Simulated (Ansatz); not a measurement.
## Thickness series in SiGe

The parent structure is SiGe in the wurtzite structure (space group P6_3mc, No. 186; a = 3.900 Å, c = 6.443 Å; a model cell, its experimental status unchecked). Axes: x lies along a and z along c of the hexagonal cell.

Free-standing slabs (4 atom(s) a layer) normal to the y axis with 15 Å of vacuum; in-plane cell held at bulk.

Calculations: plane-wave PAW DFT at the PBEsol level (Ansatz, a quantum-chemistry and plane-wave program, 420 eV), without spin-orbit coupling, earlier PAW set.

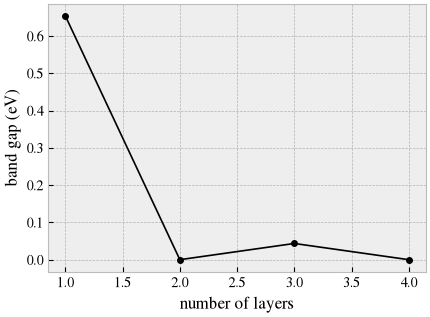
Fig. 1. Band gap against number of layers

**Question.** From the plot, what is the band gap for 2 layers?

**Answer.** About 0.00 eV.

**Question.** Is the trend monotonic over the range shown?

**Answer.** No, it turns within the range, spanning zero to 0.65 eV.

Stability against distortions was not tested. The final runs are not spin-polarised. Gaps under 0.05 eV, about the width of the smearing, are given as zero. A zero or small gap of SiGe can be the functional's error rather than a property of the material.
